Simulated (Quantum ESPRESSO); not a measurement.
# LiF (Fm-3m): phonons against volume, part 5 of 8

Aim: how the vibrations of LiF shift with volume, and the expansion that follows.

What experiment has found for this phase:
- volume expansion coefficient 99.6 1e-6/K and heat capacity C_P per formula unit 42 J/mol/K near room temperature (given in “High-Throughput Prediction of Finite-Temperature Properties using the Quasi-Harmonic Approximation”, 2016, arXiv:1603.06924)
- volume expansion coefficient 106.5 1e-6/K near room temperature (given in “Descriptors for thermal expansion in solids”, 2017, arXiv:1701.03966)

Quantum ESPRESSO 7.5; DFT LDA, scalar-relativistic, plane waves, PseudoDojo norm-conserving pseudopotentials.

So far. Step 4 (Ground state at this cell): On a basis chosen for the relaxed cell the pressure is -0.009 GPa, small enough for phonons. Step 5 (Born charges and dielectric tensor): The Born charges sum to zero within 1.5e-4 e; the rest is removed before use. Acoustic frequencies in this log differ from zero by the error of the sum rule, which ph.x does not impose.

## 6. A displaced supercell

System of this step: LiF. The cell holds 54 atoms: 27 Li and 27 F. Its edges and angles: a = 8.283 Å, b = 8.283 Å, c = 8.283 Å, α = 60.0°, β = 60.0°, γ = 60.0°. It derives from LiF, repeated 3×3×3.

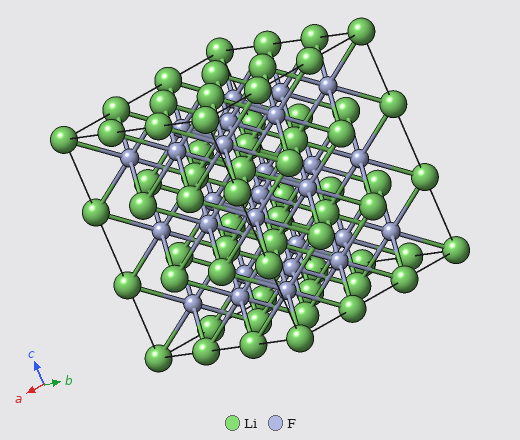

The cell of this step (lithium green, fluorine light blue). Bonds to atoms that aren't drawn are left out. Some periodic images of atoms are drawn too.

disp-00001.in

```
&CONTROL
  calculation = 'scf'
  prefix      = 'x'
  outdir      = './tmp'
  pseudo_dir  = './pseudo'
  tprnfor     = .true.
  disk_io     = 'none'
/
&SYSTEM
  ibrav       = 0
  nat         = 54
  ntyp        = 2
  ecutwfc     = 84.0
  occupations = 'fixed'
  nbnd        = 137
/
&ELECTRONS
  conv_thr         = 1.0d-11
  mixing_beta      = 0.7
  electron_maxstep = 100
/
ATOMIC_SPECIES
 Li      6.9400  Li.upf
 F      18.9984  F.upf
CELL_PARAMETERS angstrom
     0.000000000    5.857293570    5.857293570
     5.857293570    0.000000000    5.857293570
     5.857293570    5.857293570    0.000000000
ATOMIC_POSITIONS crystal
 Li     0.002414449   0.000000000   0.000000000
 Li     0.333333333   0.000000000   0.000000000
 Li     0.666666667   0.000000000   0.000000000
 Li     0.000000000   0.333333333   0.000000000
 Li     0.333333333   0.333333333   0.000000000
 Li     0.666666667   0.333333333   0.000000000
 Li     0.000000000   0.666666667   0.000000000
 Li     0.333333333   0.666666667   0.000000000
 Li     0.666666667   0.666666667   0.000000000
 Li     0.000000000   0.000000000   0.333333333
 Li     0.333333333   0.000000000   0.333333333
 Li     0.666666667   0.000000000   0.333333333
 Li     0.000000000   0.333333333   0.333333333
 Li     0.333333333   0.333333333   0.333333333
 Li     0.666666667   0.333333333   0.333333333
 Li     0.000000000   0.666666667   0.333333333
 Li     0.333333333   0.666666667   0.333333333
 Li     0.666666667   0.666666667   0.333333333
 Li     0.000000000   0.000000000   0.666666667
 Li     0.333333333   0.000000000   0.666666667
 Li     0.666666667   0.000000000   0.666666667
 Li     0.000000000   0.333333333   0.666666667
 Li     0.333333333   0.333333333   0.666666667
 Li     0.666666667   0.333333333   0.666666667
 Li     0.000000000   0.666666667   0.666666667
 Li     0.333333333   0.666666667   0.666666667
 Li     0.666666667   0.666666667   0.666666667
 F      0.166666667   0.166666667   0.166666667
 F      0.500000000   0.166666667   0.166666667
 F      0.833333333   0.166666667   0.166666667
 F      0.166666667   0.500000000   0.166666667
 F      0.500000000   0.500000000   0.166666667
 F      0.833333333   0.500000000   0.166666667
 F      0.166666667   0.833333333   0.166666667
 F      0.500000000   0.833333333   0.166666667
 F      0.833333333   0.833333333   0.166666667
 F      0.166666667   0.166666667   0.500000000
 F      0.500000000   0.166666667   0.500000000
 F      0.833333333   0.166666667   0.500000000
 F      0.166666667   0.500000000   0.500000000
 F      0.500000000   0.500000000   0.500000000
 F      0.833333333   0.500000000   0.500000000
 F      0.166666667   0.833333333   0.500000000
 F      0.500000000   0.833333333   0.500000000
 F      0.833333333   0.833333333   0.500000000
 F      0.166666667   0.166666667   0.833333333
 F      0.500000000   0.166666667   0.833333333
 F      0.833333333   0.166666667   0.833333333
 F      0.166666667   0.500000000   0.833333333
 F      0.500000000   0.500000000   0.833333333
 F      0.833333333   0.500000000   0.833333333
 F      0.166666667   0.833333333   0.833333333
 F      0.500000000   0.833333333   0.833333333
 F      0.833333333   0.833333333   0.833333333
K_POINTS automatic
 3 3 3 0 0 0
```

Command:

```sh
$ OMP_NUM_THREADS=1 mpirun -n 4 pw.x -nk 4 -in disp-00001.in > disp-00001.out
```

The program printed:

```text
[banner, memory and clock lines left out]
Program PWSCF v.7.5

     Message from routine setup:
     using ibrav=0 with symmetry is DISCOURAGED, use correct ibrav instead

     G-vector sticks info

     bravais-lattice index     =            0
     lattice parameter (alat)  =      15.6535  a.u.
     unit-cell volume          =    2712.1741 (a.u.)^3
     number of atoms/cell      =           54
     number of atomic types    =            2
     number of electrons       =       270.00
     number of Kohn-Sham states=          137
     kinetic-energy cutoff     =      84.0000  Ry
     charge density cutoff     =     336.0000  Ry
     scf convergence threshold =      1.0E-11
     mixing beta               =       0.7000
     number of iterations used =            8  plain     mixing
     Exchange-correlation= SLA  PW   NOGX NOGC
                           (   1   4   0   0   0   0   0)

     celldm(1)=  15.653478  celldm(2)=   0.000000  celldm(3)=   0.000000
     celldm(4)=   0.000000  celldm(5)=   0.000000  celldm(6)=   0.000000

     crystal axes: (cart. coord. in units of alat)
               a(1) = (   0.000000   0.707107   0.707107 )
               a(2) = (   0.707107   0.000000   0.707107 )
               a(3) = (   0.707107   0.707107   0.000000 )

     reciprocal axes: (cart. coord. in units 2 pi/alat)
               b(1) = ( -0.707107  0.707107  0.707107 )
               b(2) = (  0.707107 -0.707107  0.707107 )
               b(3) = (  0.707107  0.707107 -0.707107 )

     PseudoPot. # 1 for Li read from file:
     ./pseudo/Li.upf
     Pseudo is Norm-conserving, Zval =  3.0
     Using radial grid of 1944 points,  4 beta functions with:
                l(1) =   0
                l(2) =   0
                l(3) =   1
                l(4) =   1

     PseudoPot. # 2 for F  read from file:
     ./pseudo/F.upf
     Pseudo is Norm-conserving + core correction, Zval =  7.0
     Using radial grid of  824 points,  5 beta functions with:
                l(1) =   0
                l(2) =   0
                l(3) =   1
                l(4) =   1
                l(5) =   2

     atomic species   valence    mass     pseudopotential
     Li                3.00     6.94000     Li( 1.00)
     F                 7.00    18.99840     F ( 1.00)

      4 Sym. Ops. (no inversion) found

   Cartesian axes

     site n.     atom                  positions (alat units)
         1        Li     tau(   1) = (   0.0000000   0.0017073   0.0017073  )
         2        Li     tau(   2) = (   0.0000000   0.2357023   0.2357023  )
         3        Li     tau(   3) = (   0.0000000   0.4714045   0.4714045  )
         4        Li     tau(   4) = (   0.2357023   0.0000000   0.2357023  )
         5        Li     tau(   5) = (   0.2357023   0.2357023   0.4714045  )
         6        Li     tau(   6) = (   0.2357023   0.4714045   0.7071068  )
         7        Li     tau(   7) = (   0.4714045   0.0000000   0.4714045  )
         8        Li     tau(   8) = (   0.4714045   0.2357023   0.7071068  )
         9        Li     tau(   9) = (   0.4714045   0.4714045   0.9428090  )
        10        Li     tau(  10) = (   0.2357023   0.2357023   0.0000000  )
        11        Li     tau(  11) = (   0.2357023   0.4714045   0.2357023  )
        12        Li     tau(  12) = (   0.2357023   0.7071068   0.4714045  )
        13        Li     tau(  13) = (   0.4714045   0.2357023   0.2357023  )
        14        Li     tau(  14) = (   0.4714045   0.4714045   0.4714045  )
        15        Li     tau(  15) = (   0.4714045   0.7071068   0.7071068  )
        16        Li     tau(  16) = (   0.7071068   0.2357023   0.4714045  )
[...]
20        Li     tau(  20) = (   0.4714045   0.7071068   0.2357023  )
        21        Li     tau(  21) = (   0.4714045   0.9428090   0.4714045  )
        22        Li     tau(  22) = (   0.7071068   0.4714045   0.2357023  )
        23        Li     tau(  23) = (   0.7071068   0.7071068   0.4714045  )
        24        Li     tau(  24) = (   0.7071068   0.9428090   0.7071068  )
        25        Li     tau(  25) = (   0.9428090   0.4714045   0.4714045  )
        26        Li     tau(  26) = (   0.9428090   0.7071068   0.7071068  )
        27        Li     tau(  27) = (   0.9428090   0.9428090   0.9428090  )
        28        F      tau(  28) = (   0.2357023   0.2357023   0.2357023  )
        29        F      tau(  29) = (   0.2357023   0.4714045   0.4714045  )
        30        F      tau(  30) = (   0.2357023   0.7071068   0.7071068  )
        31        F      tau(  31) = (   0.4714045   0.2357023   0.4714045  )
        32        F      tau(  32) = (   0.4714045   0.4714045   0.7071068  )
        33        F      tau(  33) = (   0.4714045   0.7071068   0.9428090  )
        34        F      tau(  34) = (   0.7071068   0.2357023   0.7071068  )
        35        F      tau(  35) = (   0.7071068   0.4714045   0.9428090  )
        36        F      tau(  36) = (   0.7071068   0.7071068   1.1785113  )
        37        F      tau(  37) = (   0.4714045   0.4714045   0.2357023  )
        38        F      tau(  38) = (   0.4714045   0.7071068   0.4714045  )
        39        F      tau(  39) = (   0.4714045   0.9428090   0.7071068  )
        40        F      tau(  40) = (   0.7071068   0.4714045   0.4714045  )
        41        F      tau(  41) = (   0.7071068   0.7071068   0.7071068  )
        42        F      tau(  42) = (   0.7071068   0.9428090   0.9428090  )
        43        F      tau(  43) = (   0.9428090   0.4714045   0.7071068  )
[...]
47        F      tau(  47) = (   0.7071068   0.9428090   0.4714045  )
        48        F      tau(  48) = (   0.7071068   1.1785113   0.7071068  )
        49        F      tau(  49) = (   0.9428090   0.7071068   0.4714045  )
        50        F      tau(  50) = (   0.9428090   0.9428090   0.7071068  )
        51        F      tau(  51) = (   0.9428090   1.1785113   0.9428090  )
        52        F      tau(  52) = (   1.1785113   0.7071068   0.7071068  )
        53        F      tau(  53) = (   1.1785113   0.9428090   0.9428090  )
        54        F      tau(  54) = (   1.1785113   1.1785113   1.1785113  )

     number of k points=     8
                       cart. coord. in units 2pi/alat
        k(    1) = (   0.0000000   0.0000000   0.0000000), wk =   0.0740741
        k(    2) = (   0.2357023   0.2357023  -0.2357023), wk =   0.2962963
        k(    3) = (   0.4714045   0.0000000  -0.0000000), wk =   0.1481481
        k(    4) = (  -0.0000000  -0.4714045   0.4714045), wk =   0.1481481
        k(    5) = (   0.2357023   0.2357023   0.2357023), wk =   0.2962963
[...]
ethr =  1.12E-03,  avg # of iterations =  2.0

     total energy              =   -1718.56661613 Ry
     estimated scf accuracy    <       1.90898151 Ry

     iteration #  3     ecut=    84.00 Ry     beta= 0.70
     Davidson diagonalization with overlap
     ethr =  7.07E-04,  avg # of iterations =  2.0

     total energy              =   -1718.90137909 Ry
     estimated scf accuracy    <       0.01304589 Ry

     iteration #  4     ecut=    84.00 Ry     beta= 0.70
     Davidson diagonalization with overlap
     ethr =  4.83E-06,  avg # of iterations =  3.0

     total energy              =   -1718.90446764 Ry
     estimated scf accuracy    <       0.00628755 Ry

     iteration #  5     ecut=    84.00 Ry     beta= 0.70
     Davidson diagonalization with overlap
     ethr =  2.33E-06,  avg # of iterations =  4.9

     total energy              =   -1718.90603838 Ry
     estimated scf accuracy    <       0.00016636 Ry

     iteration #  6     ecut=    84.00 Ry     beta= 0.70
     Davidson diagonalization with overlap
     ethr =  6.16E-08,  avg # of iterations =  2.0

     total energy              =   -1718.90605201 Ry
     estimated scf accuracy    <       0.00000839 Ry

     iteration #  7     ecut=    84.00 Ry     beta= 0.70
     Davidson diagonalization with overlap
     ethr =  3.11E-09,  avg # of iterations =  2.0

     total energy              =   -1718.90605390 Ry
     estimated scf accuracy    <       0.00000007 Ry

     iteration #  8     ecut=    84.00 Ry     beta= 0.70
     Davidson diagonalization with overlap
     ethr =  2.63E-11,  avg # of iterations =  3.0

     total energy              =   -1718.90605386 Ry
     estimated scf accuracy    <       0.00000041 Ry

     iteration #  9     ecut=    84.00 Ry     beta= 0.70
     Davidson diagonalization with overlap
     ethr =  2.63E-11,  avg # of iterations =  2.0

     total energy              =   -1718.90605392 Ry
     estimated scf accuracy    <          6.9E-09 Ry

     iteration # 10     ecut=    84.00 Ry     beta= 0.70
     Davidson diagonalization with overlap
     ethr =  2.55E-12,  avg # of iterations =  2.0

     total energy              =   -1718.90605392 Ry
     estimated scf accuracy    <          7.7E-10 Ry

     iteration # 11     ecut=    84.00 Ry     beta= 0.70
     Davidson diagonalization with overlap
     ethr =  2.84E-13,  avg # of iterations =  1.0

     total energy              =   -1718.90605392 Ry
     estimated scf accuracy    <          2.4E-10 Ry

     iteration # 12     ecut=    84.00 Ry     beta= 0.70
     Davidson diagonalization with overlap
     ethr =  1.00E-13,  avg # of iterations =  2.0

     total energy              =   -1718.90605392 Ry
     estimated scf accuracy    <          1.2E-11 Ry

     iteration # 13     ecut=    84.00 Ry     beta= 0.70
     Davidson diagonalization with overlap
     ethr =  1.00E-13,  avg # of iterations =  1.0

     End of self-consistent calculation

          k = 0.0000 0.0000 0.0000 ( 35149 PWs)   bands (ev):

   -38.2287 -38.1566 -38.1557 -38.1527 -38.1523 -38.1522 -38.1516 -38.1490
   -38.1485 -38.1328 -38.1327 -38.1310 -38.1306 -38.1300 -38.1294 -38.1110
   -38.1100 -38.1092 -38.1069 -38.1063 -38.1053 -38.1051 -38.1040 -38.1039
   -38.1014 -38.1006 -38.0977 -18.4822 -18.1205 -18.1132 -18.1121 -18.1109
   -18.1109 -18.1108 -18.1086 -18.1021 -17.8868 -17.8856 -17.8817 -17.8816
   -17.8782 -17.8772 -17.7483 -17.7421 -17.7356 -17.7342 -17.7337 -17.7331
   -17.7331 -17.7323 -17.7320 -17.7305 -17.7226 -17.7163  -1.2582  -1.2579
    -1.2573  -1.2524  -1.2520  -1.2508  -1.2464  -1.2447  -1.2444  -1.2443
    -1.2441  -1.2439  -1.2431  -1.2428  -1.2426  -1.2376  -1.2359  -1.2354
    -0.9306  -0.9298  -0.9267  -0.9264  -0.9264  -0.9263  -0.9227  -0.9225
    -0.7684  -0.7666  -0.7665  -0.7654  -0.7638  -0.7622  -0.7622  -0.7604
    -0.7588  -0.7578  -0.7577  -0.7556   0.3916   0.3927   0.3929   0.3952
     0.3952   0.3960   0.3960   0.3961   0.3970   0.3988   0.3993   0.4002
     0.6143   0.6160   0.6165   0.6171   0.6187   0.6203   0.6203   0.6219
     0.6237   0.6243   0.6247   0.6266   1.0756   1.0786   1.0796   1.0835
     1.0846   1.0849   1.0854   1.0854   1.0857   1.0857   1.0859   1.0865
[...]
12.3176

          k = 0.2357 0.2357-0.2357 ( 35245 PWs)   bands (ev):

[...]
12.0193

          k = 0.4714 0.0000-0.0000 ( 35264 PWs)   bands (ev):

[...]
12.5266

          k =-0.0000-0.4714 0.4714 ( 35317 PWs)   bands (ev):

[...]
12.1872

          k = 0.2357 0.2357 0.2357 ( 35245 PWs)   bands (ev):

[...]
12.0193

          k = 0.0000 0.4714-0.0000 ( 35264 PWs)   bands (ev):

[...]
12.5255

          k =-0.4714 0.0000-0.4714 ( 35317 PWs)   bands (ev):

[...]
12.1872

          k = 0.0000 0.4714 0.4714 ( 35317 PWs)   bands (ev):

[...]
-0.9325  -0.9325  -0.9325  -0.9087  -0.9086  -0.6761  -0.3406  -0.3398
    -0.3395  -0.3394  -0.2973  -0.2964  -0.1690  -0.1689  -0.0486   0.0238
     0.0470   0.0472   0.0473   0.0475   0.1800   0.2060   0.2060   0.2113
     0.2116   0.2121   0.2121   0.2314   0.2315   0.2650   0.2652   0.4254
     0.4255   0.4638   0.5084   0.5092   0.5095   0.5095   0.5649   0.5655
     0.5919   0.5923   0.6163   0.6164   0.7991   0.7992   0.7993   0.7995
     0.9080   0.9083   0.9083   0.9087   0.9526   0.9538   0.9760   1.0031
     1.0039   1.0251   1.0253   1.0710   1.0711   1.0997   1.2802  11.8644
    12.1872

     highest occupied, lowest unoccupied level (ev):     1.2862   11.0412

!    total energy              =   -1718.90605392 Ry
     estimated scf accuracy    <          2.5E-12 Ry

     The total energy is the sum of the following terms:
     one-electron contribution =    -619.24042315 Ry
     hartree contribution      =     423.15392194 Ry
     xc contribution           =    -382.35327158 Ry
     ewald contribution        =   -1140.46628114 Ry

     convergence has been achieved in  13 iterations

     Forces acting on atoms (cartesian axes, Ry/au):

     atom    1 type  1   force =     0.00000000   -0.00247990   -0.00247990
     atom    2 type  1   force =    -0.00000000    0.00050399    0.00050399
     atom    3 type  1   force =    -0.00000000    0.00049159    0.00049159
     atom    4 type  1   force =     0.00038588   -0.00011957    0.00011204
     atom    5 type  1   force =     0.00000047    0.00008433    0.00008527
     atom    6 type  1   force =    -0.00038355    0.00011385   -0.00011593
     atom    7 type  1   force =     0.00038355   -0.00011593    0.00011385
     atom    8 type  1   force =    -0.00038588    0.00011204   -0.00011957
     atom    9 type  1   force =    -0.00000047    0.00008527    0.00008433
     atom   10 type  1   force =     0.00038588    0.00011204   -0.00011957
     atom   11 type  1   force =     0.00000047    0.00008527    0.00008433
     atom   12 type  1   force =    -0.00038355   -0.00011593    0.00011385
     atom   13 type  1   force =     0.00010122   -0.00001606   -0.00001606
     atom   14 type  1   force =    -0.00010052   -0.00001609   -0.00001609
     atom   15 type  1   force =    -0.00000101    0.00003434    0.00003434
     atom   16 type  1   force =    -0.00000000   -0.00027341   -0.00027010
[...]
atom   47 type  2   force =     0.00000000   -0.00016915   -0.00017026
     atom   48 type  2   force =    -0.00000000    0.00025635    0.00034158
     atom   49 type  2   force =    -0.00009909    0.00000463   -0.00007132
     atom   50 type  2   force =     0.00009852   -0.00007046    0.00000447
     atom   51 type  2   force =     0.00000030    0.00006845    0.00006943
     atom   52 type  2   force =     0.00000445    0.00034372    0.00034372
     atom   53 type  2   force =     0.00017692   -0.00010682   -0.00010682
     atom   54 type  2   force =    -0.00017393   -0.00010612   -0.00010612

     Total force =     0.004131     Total SCF correction =     0.000000
     Message from routine punch:
     Nothing written, as per user request (disk_io='none')
```

Run time: 7.1 min. Hardware: 4 MPI ranks of Arm Neoverse V2, shared host; 28 min of CPU time.

Force (size) by element, in eV/Å:

```
element  atoms    mean  spread (r.m.s.)   least  largest
     Li     27  0.0104           0.0163  0.0012   0.0902
      F     27  0.0054           0.0038  0.0010   0.0125
```

The atoms with the largest values:

```csv
atom,"x, y, z (Å)",force (eV/Å)
Li1,"0.00, 0.01, 0.01","0.0000, -0.0638, -0.0638"
Li2,"0.00, 1.95, 1.95","0.0000, 0.0130, 0.0130"
Li3,"0.00, 3.90, 3.90","0.0000, 0.0126, 0.0126"
F30,"1.95, 5.86, 5.86","-0.0001, 0.0088, 0.0088"
F52,"9.76, 5.86, 5.86","0.0001, 0.0088, 0.0088"
F34,"5.86, 1.95, 5.86","0.0000, 0.0086, 0.0089"
F46,"5.86, 5.86, 1.95","0.0000, 0.0089, 0.0086"
F48,"5.86, 9.76, 5.86","0.0000, 0.0066, 0.0088"
```

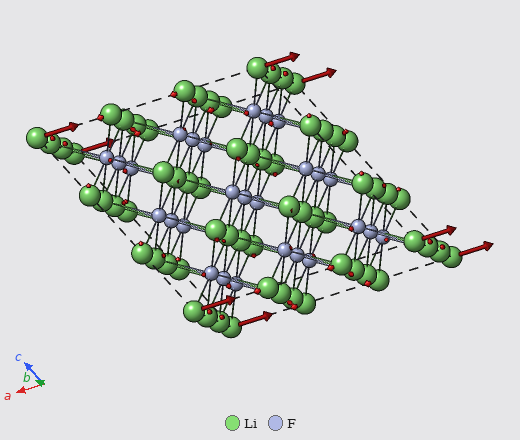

Force as arrows, the longest 0.0902 eV/Å. Bonds to atoms that aren't drawn are left out. Some periodic images of atoms are drawn too.

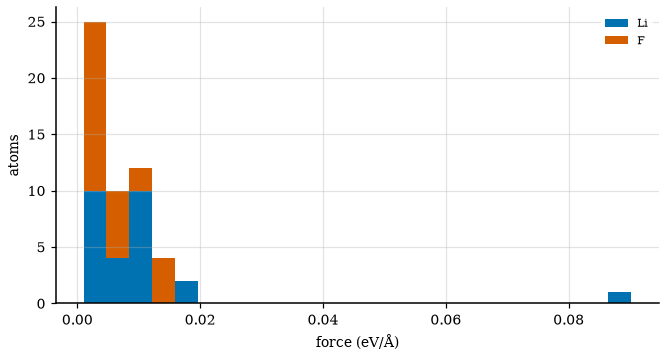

Force as a stacked histogram.

At this level the gap is 9.75 eV on the k-mesh of the self-consistent run, which can miss the band edges.

## 7. Forces on a displaced cell

One atom (for the harmonic constants) or a pair of atoms (for the cubic ones) is moved by a few hundredths of an ångström; the forces on all atoms give a column of force constants. The threshold is tight because the forces are small.

disp-00002.in, as its differences from disp-00001.in of step 6:

```diff
@@ -29,3 +29,3 @@
 ATOMIC_POSITIONS crystal
- Li     0.002414449   0.000000000   0.000000000
+ Li     0.000000000   0.000000000   0.000000000
  Li     0.333333333   0.000000000   0.000000000
@@ -56,3 +56,3 @@
  Li     0.666666667   0.666666667   0.666666667
- F      0.166666667   0.166666667   0.166666667
+ F      0.169081115   0.166666667   0.166666667
  F      0.500000000   0.166666667   0.166666667
```

Command:

```sh
$ OMP_NUM_THREADS=1 mpirun -n 4 pw.x -nk 4 -in disp-00002.in > disp-00002.out
```

The program printed:

```text
[banner, memory and clock lines left out]
Program PWSCF v.7.5

     Message from routine setup:
     using ibrav=0 with symmetry is DISCOURAGED, use correct ibrav instead

     G-vector sticks info

     bravais-lattice index     =            0
     lattice parameter (alat)  =      15.6535  a.u.
     unit-cell volume          =    2712.1741 (a.u.)^3
     number of atoms/cell      =           54
     number of atomic types    =            2
     number of electrons       =       270.00
[...]
atom    1 type  1   force =    -0.00017367   -0.00010676   -0.00010676
     atom    2 type  1   force =    -0.00000006    0.00034372    0.00034372
     atom    3 type  1   force =     0.00017716   -0.00010616   -0.00010616
[...]
atom   53 type  2   force =     0.00000082   -0.00000924   -0.00000924
     atom   54 type  2   force =    -0.00005324    0.00000524    0.00000524

     Total force =     0.005467     Total SCF correction =     0.000000
     Message from routine punch:
     Nothing written, as per user request (disk_io='none')
[key lines of the parts left out:]
!    total energy              =   -1718.90602769 Ry
convergence has been achieved in  13 iterations
```

It took 7.1 min on 4 MPI ranks.

(Continued in part 6 of 8.)

[Logs are printed without paths, hosts, clocks, repeated set-up lines and the standing remarks that a program may print on its own settings, such as how far it seeks lower states.]

[Hosts, paths, dates, database ids (printed as entryN), source tags and the programs' standing remarks are cut or masked in the printed files.]

[A step with changed settings may run another functional than the one named; its input shows which.]

[Of the runs on displaced cells, only some may be shown.]
